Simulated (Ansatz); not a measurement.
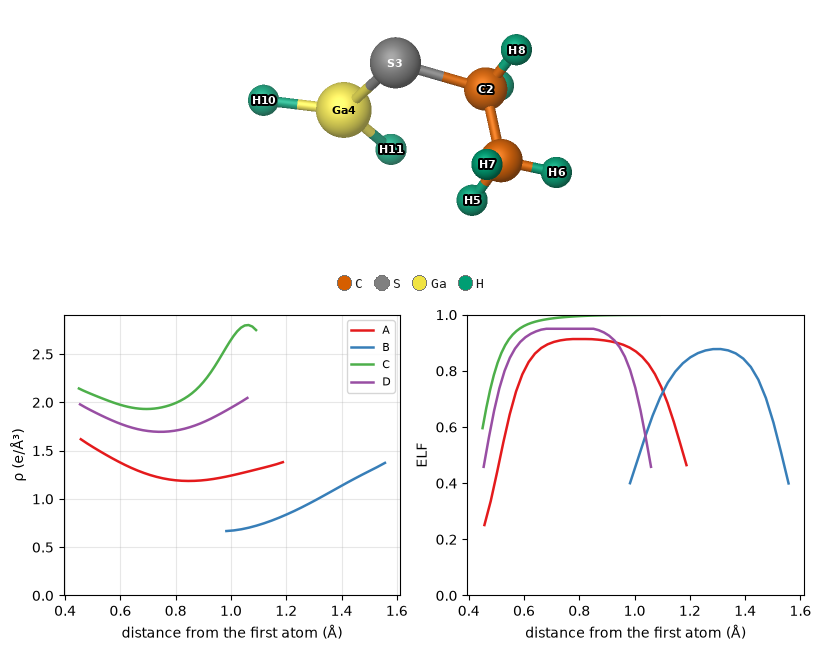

Figure. C2H7GaS (SMILES CC[S][GaH2]). Total electron density and ELF along straight lines between neighbouring atoms. The curves leave out the atomic cores. The structure is drawn too.

Geometry: PBE0-D4/def2-TZVP.

These are results of RKS PBE0-D4/def2-TZVPP in Ansatz, not measurements.

```xyz
11

C    -0.7469    1.2275    0.5304
C    -0.1277   -0.0616    1.0257
S     1.5318   -0.3726    0.3267
Ga    1.0638   -1.3164   -1.5880
H    -0.9347    1.1825   -0.5449
H    -1.7009    1.4111    1.0335
H    -0.0887    2.0773    0.7207
H     0.0208   -0.0305    2.1072
H    -0.7713   -0.9158    0.8111
H     2.2692   -1.6879   -2.5052
H    -0.4501   -1.5705   -1.8965
```

Q: Which curve belongs to which contact (C–C, C–H, C–S and Ga–S)? The first atom named is at distance zero.

A: Curve A: C–S (1.83 Å): ρ is about 1.2 e/Å³ halfway; the ELF peaks at about 0.90 between the atoms, as expected for a shared electron pair. Curve B: Ga–S (2.19 Å): ρ at the midpoint is about 0.72 e/Å³; the ELF peaks at about 0.90 in the valence shell of S, 0.9 Å from its nucleus, and is about 0.70 at the midpoint. Curve C: C–H (1.09 Å): ρ is about 2 e/Å³ halfway; the ELF climbs to about 1 towards the hydrogen, as it does in any bond to H: an ordinary covalent bond to hydrogen. Curve D: C–C (1.51 Å): ρ is about 1.7 e/Å³ halfway; the ELF peaks at about 0.95 between the atoms: a shared electron pair.
